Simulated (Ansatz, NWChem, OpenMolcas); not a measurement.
**Errors in the atomisation enthalpy at 298 K**

6 molecules without hydrogen; the atomisation enthalpy at 298 K in kJ/mol, computed less measured. Shapes, held fixed at every level: PBE0-D4/def2-TZVP; CS at the measured bond length. Thermal terms are harmonic and unscaled (PBE0-D4/def2-TZVP, PBE0/aug-cc-pVTZ, wB97M-V/def2-TZVPD); the spin-orbit lowering of the free atoms is taken from their spectra. Programs: Ansatz 0.2.0, NWChem 7.3.0, OpenMolcas 26.06. A level may come from different programs for different species; with the same settings they agree closely. Measured values: Active Thermochemical Tables, NIST-JANAF tables.

Levels: A = B3LYP/cc-pVTZ; B = PBE0/cc-pVTZ; C = B2PLYP/cc-pVTZ; D = PBE-QIDH/cc-pVTZ; E = CCSDT/STO-3G.

| molecule | from tabulated heats | A | B | C | D | E |
| --- | --- | --- | --- | --- | --- | --- |
| CS (carbon monosulfide) | 714 | -32 | -24 | -23 | -32 | -48 |
| ClF (chlorine monofluoride) | 256 | -17 | -15 | -22 | -33 | -141 |
| F2 (SMILES FF) | 159 | -6 | -14 | -15 | -44 | +38 |
| CO2 (carbon dioxide) | 1609 | -8 | +7 | -5 | -19 | -458 |
| CS2 (carbon disulfide) | 1154 | -24 | +7 | -15 | -14 | -59 |
| OF2 (oxygen difluoride) | 383 | +1 | -5 | -18 | -63 | -18 |

Problem. Which level does best on this set, which worst, and which err to one side?

Solution. 
| level | kind | mean error | mean absolute error | worst case |
| --- | --- | --- | --- | --- |
| B3LYP/cc-pVTZ | global hybrid | -14.3 | 14.7 | CS |
| PBE0/cc-pVTZ | global hybrid | -7.3 | 12.0 | CS |
| B2PLYP/cc-pVTZ | double hybrid | -16.3 | 16.3 | CS |
| PBE-QIDH/cc-pVTZ | double hybrid | -34.2 | 34.2 | OF2 |
| CCSDT/STO-3G | coupled cluster or CI | -114.3 | 127.0 | CO2 |

On this set PBE0/cc-pVTZ has the smallest mean absolute error and CCSDT/STO-3G the largest. B3LYP/cc-pVTZ is too low in 5 of 6; PBE0/cc-pVTZ is too low in 4 of 6; B2PLYP/cc-pVTZ is too low in 6 of 6; PBE-QIDH/cc-pVTZ is too low in 6 of 6; CCSDT/STO-3G is too low in 5 of 6. Heats of the atoms come from ATcT where it has them. The levels differ in basis as well as in method. The smallest two are near a tie. Correlated wave functions converge slowly with the basis. T1 is large for CS (0.024), so single-reference values are less sure there. The set is small.

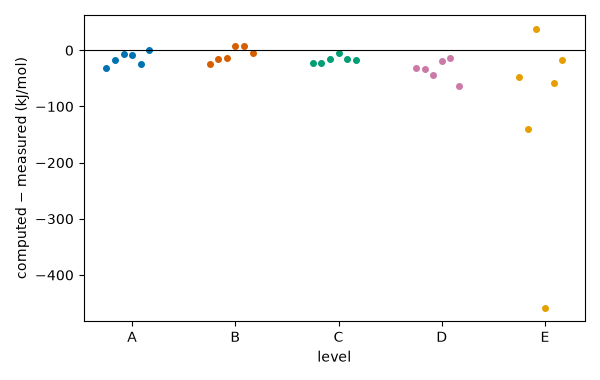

Errors of each level, one point a molecule.
